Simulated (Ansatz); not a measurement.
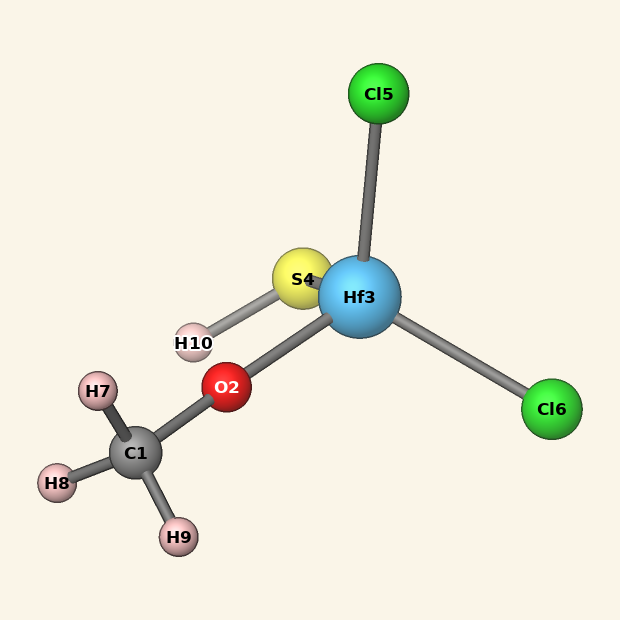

(Drawn from a calculation with Ansatz.)

S4 lies behind Hf3. The molecule seen a little off the Hf3–S4 bond, Hf3 in front. Depth is shown by fading: the farther an atom, the more it takes the colour of the background. The species has charge +1 and is a spin doublet. Geometry: the geometry of the neutral molecule. Other spin states may lie lower.

Q: What is the torsion angle Cl5–Hf3–S4–H10? The sign is positive where the front bond must turn clockwise to cover the back bond.

A: −119°, anticlinal.
